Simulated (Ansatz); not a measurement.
The calculation's input:

```
crystal:
  lattice:
    - [3.6442089092, 2.89e-08, 0.0]
    - [-1.8221044796, 3.1559774776, 0.0]
    - [0.0, 0.0, 7.6687698]
  atoms:
    - { symbol: K, position: [0.0, 0.0, 0.5] }
    - { symbol: Hf, position: [0.6666666667, 0.3333333333, 0.0] }
    - { symbol: S, position: [0.3333333333, 0.6666666667, 0.202244] }
    - { symbol: S, position: [0.3333333333, 0.6666666667, 0.797756] }
basis:
  ecutwfc: 420
kpoints:
  mp_grid: { grid: [12, 12, 6] }
  band_path:
    path:
      - [[0.0, 0.0, 0.0], [0.5, 0.0, 0.0], [0.33333333, 0.33333333, 0.0], [0.0, 0.0, 0.0], [0.0, 0.0, 0.5], [0.5, 0.0, 0.5], [0.33333333, 0.33333333, 0.5], [0.0, 0.0, 0.5]]
      - [[0.5, 0.0, 0.5], [0.5, 0.0, 0.0]]
      - [[0.33333333, 0.33333333, 0.5], [0.33333333, 0.33333333, 0.0]]
    npoints: 14
hamiltonian:
  xc: pbe
scf:
  occupations: { method: gaussian, width: 0.1 }
  n_extra_bands: 10
output:
  forces: true
  stress: true
  eigenvalues: true
  populations: true
  dos: { projected: true, de: 0.02, nscf_kmesh: { grid: [15, 15, 8] } }
  bader: true
  write_density: true
  write_potential: true
  elf: true
  volumetric_format: npy
```

Run with:

```sh
ansatz run input.yaml --threads 1 --pin off --max-ram 3072MiB --backend cpu --events-out ev --progress --plain --runs-dir out
```

Below, planes, directions and counts refer to the conventional cell (a = 3.64 Å, b = 3.64 Å, c = 7.67 Å, α = 90.00°, β = 90.00°, γ = 120.00°).

Space group P-6m2; a structure generated by program, which may or may not match a known phase; computed without spin polarisation.

The calculation used DFT PBE, scalar-relativistic, plane waves, PAW (Ansatz).

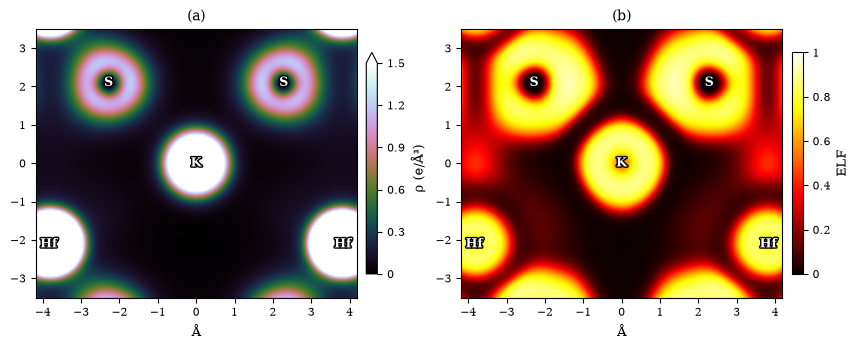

KHfS2. (a) valence charge density (pseudo); (b) ELF on the (110) plane of the conventional cell.

The density is the valence pseudo-density of a PAW calculation; it isn't the true density close to the nuclei.

> Interpret the plot.

The section cuts through K, Hf and S sites.
K–S (3.10 Å): ρ at the midpoint is about 0.11 e/Å³; the ELF peaks at about 0.85 in the valence shell of S, 0.9 Å from its nucleus, and drops to about 0.05 between the two atoms (no localised pair shows between them).
Between the atoms the lowest density in this plane is 0.009 e/Å³.
The features right at K and Hf lie inside the PAW spheres, where the map follows smoothed inner orbitals and isn't to be read closely.

> How much charge does the calculation move between the atoms?

Electrons move from K and Hf towards S. Bader charges: K +0.77, Hf +1.83 and S −1.30 e.
